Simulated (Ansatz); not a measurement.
## Profile along the Zr–Zr line in Zr (hcp, Mg type)

Zr (hcp, Mg type), conventional cell a = 3.231 Å, b = 3.231 Å, c = 5.173 Å, α = 90.00°, β = 90.00°, γ = 120.00°. The calculation uses the primitive cell of 2 atoms, to which meshes and values per cell refer.

Fields along a shortest Zr–Zr line of a (0001) plane (3.23 Å), from Zr to Zr, interpolated on the slice's grid (step about 0.2 Å). Calculation: PBE (plane waves to 420 eV, PAW, scalar-relativistic; Ansatz, an electronic-structure program). k mesh 17×17×9. Inside the PAW spheres the values are not all-electron values, and peaks at nuclei hang on which shells count as valence. Zr is run without spin polarisation. Zr was relaxed with its symmetry unable to fall.

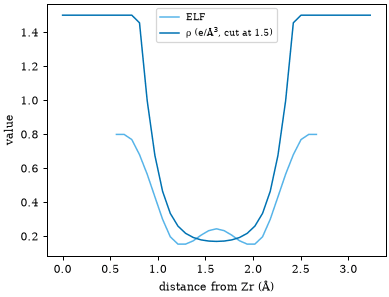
Figure. ELF (away from the nuclei) and valence density from Zr to Zr.

Density on the Zr–Zr line (3.23 Å) at its midpoint: 0.17 e/Å³. ELF at that point: 0.24.
